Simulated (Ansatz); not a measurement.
Input

```
crystal:
  periodic: [false, false, false]
  atoms:
    - {symbol: Cl, position_ang: [1.929726, 1.179165, 0.287611]}
    - {symbol: Cu, position_ang: [-0.448585, -1.453392, 1.626390]}
    - {symbol: Ge, position_ang: [0.091129, 1.938780, -1.225932]}
    - {symbol: Si, position_ang: [-0.210708, 0.522440, 0.619138]}
    - {symbol: H, position_ang: [-0.502833, -2.985433, 1.562162]}
basis:
  gaussian:
    orbitals: def2-TZVPD
magnetization:
  spin_polarized: true
  initial_magnetization: 1
hamiltonian:
  xc: {name: PBE0}
output:
  forces: true
  orbitals: {seedname: orbitals}
```

Command:

```sh
ansatz run input.yaml --threads 2 --pin off --max-ram 4350MiB --events-out events.jsonl --progress --plain --runs-dir runs
```

Geometry: PBE0-D3(BJ)/def2-SVP.

Theory: isolated molecule in a Gaussian basis; Kohn-Sham density functional theory, functional PBE0 in Ansatz.

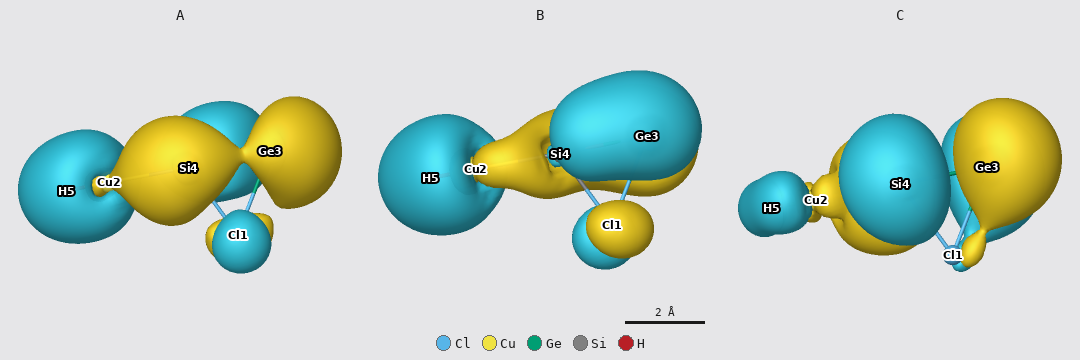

ClCuGeHSi (doublet). Three frontier orbitals at ±0.06 Å⁻³ᐟ² (yellow and cyan are the two phases), in no order.

Which picture is the HOMO−1, the HOMO and the LUMO? All are α orbitals.

Answer. A is the HOMO−1 (α) (−6.70 eV). Its weight (Hirshfeld) is mainly on Si4 (about 30 %), Ge3 (about 30 %), H5 (about 20 %), Cu2 (about 15 %) and Cl1 (about 5 %). B is the HOMO (α) (−6.21 eV). Its weight (Hirshfeld) is mainly on Ge3 (about 35 %), Cu2 (about 20 %), Si4 (about 15 %), H5 (about 15 %) and Cl1 (about 5 %). C is the LUMO (α) (−2.98 eV). Its weight (Hirshfeld) is mainly on Si4 (about 40 %), Ge3 (about 40 %) and Cu2 (about 15 %); π-antibonding (π*) across Si4–Ge3.

What is the gap between the highest occupied and lowest empty α orbitals?

Answer. 3.23 eV between the orbital energies.
